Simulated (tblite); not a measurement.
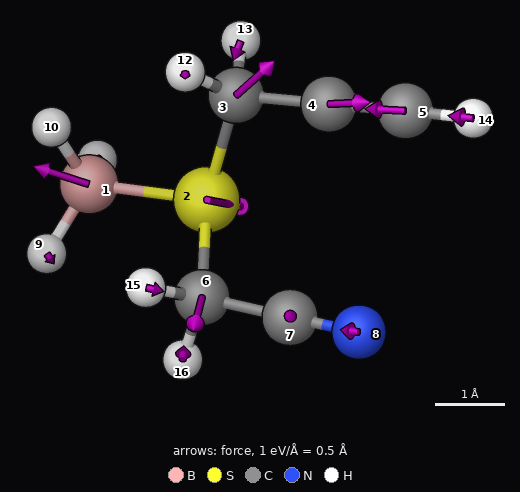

Starting geometry of C$_{5}$H$_{8}$BNS with the computed forces as purple arrows. The picture is a ball-and-stick view, seen at a tilt.

The calculation used GFN2-xTB geometry optimisation, gas phase (tblite). 

What follows when this structure is relaxed?

It isn't relaxed: the largest force vector, on the S atom, is 3.12 eV/Å. The final displacements have little in common with the starting forces (cosine between the two patterns 0.13). After 140 geometry steps the energy has fallen by 14.9 kcal/mol. The largest move after the best rigid fit is that of an H atom, 0.76 Å. Largest moves by element: H 0.76 Å, N 0.42 Å, S 0.34 Å, C 0.34 Å, B 0.14 Å. Among the contacts that change: B–S 1.862 → 1.968 Å, C–S 1.767 → 1.844 Å, C–C 1.467 → 1.437 Å, C–H 1.115 → 1.091 Å. Bond angles that change, for instance: C–S–C 114.6° → 99.4°, B–S–C 106.7° → 99.2°, B–S–C 107.2° → 100.1°. Groups turn about B–S by about 40°. The run took 1.5 s on 1 thread of Arm Neoverse N1, on a shared host.
